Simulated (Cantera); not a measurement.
A closed system holds: 1 mol SiC, 0.014 mol N2O, 520 mol N2, at 0.590 Pa.

These are equilibrium values from Cantera (NASA tables, ideal gas, pure condensed phases), not measurements of a reactor. Candidate condensed phases: C, Si, SiC, SiO2, Si2N2O, Si3N4; 34 gas species. Mutual solubility and eutectic melting of coexisting phases are not modelled. The numbers say what is thermodynamically allowed, not how fast it happens.

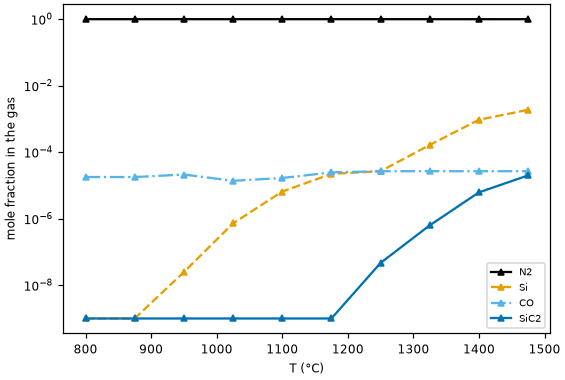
*Equilibrium gas composition (values under 1e-9 drawn at 1e-9)*

From 800 °C to 875 °C the condensed part is SiC(s) + Si2N2O(s). At 950 °C the condensed part is SiC(s) + Si3N4(s). From 1025 °C to 1250 °C the condensed part is SiC(s). From 1325 °C to 1400 °C the condensed part is C(graphite) + SiC(s). At 1475 °C the condensed part is C(graphite).
